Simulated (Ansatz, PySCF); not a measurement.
Bond stretch in NaCl, singlet.

Methods: RKS-B3LYP = Ansatz (a first-principles code) with restricted B3LYP/cc-pVDZ; UCCSDT = CCSDT on UHF/cc-pVDZ, frozen core in Ansatz; UCCSD = CCSD on UHF/cc-pVDZ, frozen core (Ansatz); UCCSDT(Q) = Ansatz with CCSDT(Q) on UHF/cc-pVDZ, frozen core; UKS-B3LYP/6-31G* = PySCF with unrestricted B3LYP/6-31G*, spherical d.

Energies are in mEh, each relative to the lowest point of its own curve near equilibrium.

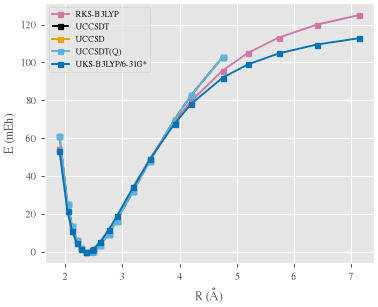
Fig. 1. Energy against bond length for each method.

```csv
R / Å,RKS-B3LYP,UCCSDT,UCCSD,UCCSDT(Q),UKS-B3LYP/6-31G*
1.90,54.3,61.0,60.9,61.0,53.2
2.04,21.6,25.3,25.2,25.3,21.3
2.12,11.1,13.6,13.5,13.6,11.0
2.20,4.6,6.1,6.1,6.1,4.6
2.28,1.2,1.9,1.8,1.9,1.2
2.36,0.0,0.0,0.0,0.0,0.0
2.46,0.7,0.1,0.1,0.1,0.8
2.49,1.3,0.5,0.6,0.5,1.4
2.61,5.0,3.6,3.7,3.6,5.0
2.76,11.4,9.6,9.7,9.6,11.5
2.90,18.4,16.4,16.6,16.4,18.6
3.19,34.0,32.2,32.4,32.2,34.1
3.48,49.1,48.2,48.3,48.1,48.8
3.91,68.6,69.8,69.9,69.8,67.6
4.20,79.5,82.6,82.6,82.6,78.1
4.75,95.7,102.8,102.7,102.8,91.9
5.19,105.0,—,—,—,98.9
5.73,113.1,—,—,—,104.7
6.40,120.0,—,—,—,109.5
7.14,125.0,—,—,—,112.8
```

At the longest distance, 7.14 Å, RKS-B3LYP lies highest above its minimum (125.0 mEh) and UKS-B3LYP/6-31G* lowest (112.8 mEh).

Dashes: no converged value, or the column stops at the first point that the program doubted or that broke a chosen test of continuity, which isn't proof of a fault.

The scan ran from 1.90 to 9.47 Å; beyond the distances shown full CI changes its symmetry label. The restricted form behind RKS-B3LYP keeps the bonding electrons paired and can't separate into open-shell fragments. The unrestricted determinant behind UCCSDT, UCCSD, UCCSDT(Q) is spin-contaminated at 5.19 to 7.14 Å (<S²> up to 1.0, against 0.00 for a pure singlet). The unrestricted determinant behind UKS-B3LYP/6-31G* is spin-contaminated at 4.75 to 7.14 Å (<S²> up to 0.5, against 0.00 for a pure singlet).
